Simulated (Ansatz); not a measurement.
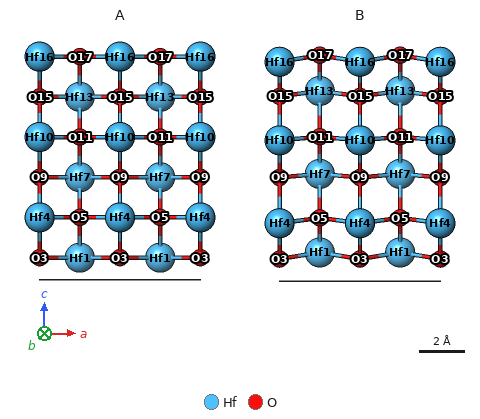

Two geometries of a slab of composition HfO$_{2}$ (cut from the Fm-3m phase), drawn at one scale. One is the start of a relaxation, the other its converged end. The picture is a ball-and-stick view of the 2 × 1 repeat of the cell, outlined in the plane, without the vacuum (origin shifted), seen along the b axis.

All numbers below come from DFT PBE, scalar-relativistic, plane waves, PAW (Ansatz). Set-up: plane-wave cutoff 420 eV; k-point mesh 7 × 5 × 1; occupations gaussian; smearing width 0.05 eV; no spin polarisation; dipole correction; atoms relaxed in a fixed cell; force threshold 0.02 eV/Å; at most 60 steps.

Question: Which one is relaxed?

Answer: Structure B is the relaxed one. The slab is the (1 1 0) face of HfO2. The energy falls by 1.754 eV per cell of the calculation in 5 geometry steps. The largest force component goes from 4.2 to 0.018 eV/Å. The largest moves relative to the layer's centre, 0.26 Å, are those of Hf atoms. By element the largest moves are Hf 0.26 Å, O 0.08 Å. The cell doesn't change. Among the contacts that change: Hf–Hf 3.605 → 3.385 Å, Hf–O 2.207 → 2.421 Å, Hf–O 2.207 → 2.019 Å, Hf–O 2.207 → 2.358 Å. Bond angles that change, for instance: O–Hf–O 180.0° → 164.6°, O–Hf–O 70.5° → 79.7°, O–Hf–O 109.5° → 117.3°.
